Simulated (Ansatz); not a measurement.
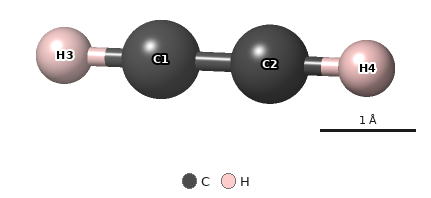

*The input geometry (ball-and-stick view, seen at a tilt; atoms are numbered from 1 in the order of the input).*

Bond lengths as drawn: C–C 1.20 Å and C–H 1.06 to 1.07 Å.

Single-point calculation of C2H2

C2H2, computed with RKS B2PLYP (frozen core)/def2-TZVPPD (Ansatz 0.2.0).

The geometry is one partner of a complex, in the basis of both. The input adds 2 ghost centres (basis functions without nuclei or electrons, not drawn) at the places of a partner molecule, so the energy is that in the basis of the pair. The geometry comes from this level: PBE0-D4/def2-TZVP.

### What the program printed
```
Functional definition: B2PLYP
  name "B2PLYP"
  cite "Grimme, J. Chem. Phys. 124, 034108 (2006) doi:10.1063/1.2148954"
  cite "Becke, Phys. Rev. A 38, 3098 (1988) doi:10.1103/PhysRevA.38.3098"
  cite "Lee, Yang & Parr, Phys. Rev. B 37, 785 (1988) doi:10.1103/PhysRevB.37.785"
  parameter a = 0.53
  parameter c = 0.27
  exchange = (1 - a)*b88_x + a*exact_x
  correlation = (1 - c)*lyp_c + c*(mp2_os + mp2_ss)
1227 factors; integrals over basis functions are off by at most 1.1e-3 eV
mean field evaluation 1: about -2097.7834 eV, gradient 3.4e1 eV
mean field evaluation 2: about -2097.7841 eV, gradient 3.4e1 eV
mean field evaluation 4: about -2100.4359 eV, gradient 1.1e0 eV
mean field evaluation 8: about -2100.4394 eV, gradient 8.1e-3 eV
mean field -2100.43942320 eV, -77.1897250737 hartree, gradient 4.3e-6 eV, S^2 0.000000; 0 other end points of the search recorded, 0 dependent functions left out
2 core orbitals not correlated: weight in the atoms' cores, before any rotation towards them, 1.000 or more for the frozen orbitals, at most 0.000 for the correlated occupied ones
reference -2100.43954841 eV, -77.1897296749 hartree; 5, 5 occupied and 203, 203 virtual orbitals, 1227 factors
second order -10.44606526 eV of doubles, -0.00000000 eV of singles
Total energy: -2103.25998603 eV, -77.2933788456 hartree
```

This output came from the following input.

### The input
```yaml
crystal:
  periodic: [false, false, false]
  atoms:
    - {symbol: C, position_ang: [0.015297, 0.086665, -0.907210]}
    - {symbol: C, position_ang: [-0.305739, 0.341308, -2.032117]}
    - {symbol: H, position_ang: [0.299014, -0.138134, 0.094793]}
    - {symbol: H, position_ang: [-0.590451, 0.566437, -3.033006]}
basis:
  gaussian:
    orbitals: "def2-TZVPPD.json"
    ghost_atoms:
      - {symbol: Cl, position_ang: [-0.607265, -0.072975, 3.160975]}
      - {symbol: Cl, position_ang: [1.189244, -0.783402, 2.716666]}
hamiltonian: {xc: {name: B2PLYP}}
```

Launch command:
```bash
ansatz run in.yaml --threads 4 --pin off --events-out ev --progress --plain --max-ram 9574MiB
```

### Results in brief

```json
{"quantity": "outcome", "value": "converged"}
{"quantity": "total energy", "value": "−2103.2600 eV"}
{"quantity": "mean-field energy", "value": "−2100.4395 eV"}
{"quantity": "SCF solution under orbital rotations", "value": "stable"}
{"quantity": "hardware", "value": "4 threads of Intel Xeon @ 2.90GHz, 15 GiB of memory available, shared host"}
{"quantity": "wall time", "value": "3.3 s (CPU time 12 s)"}
{"quantity": "peak memory", "value": "0.43 GiB"}
```
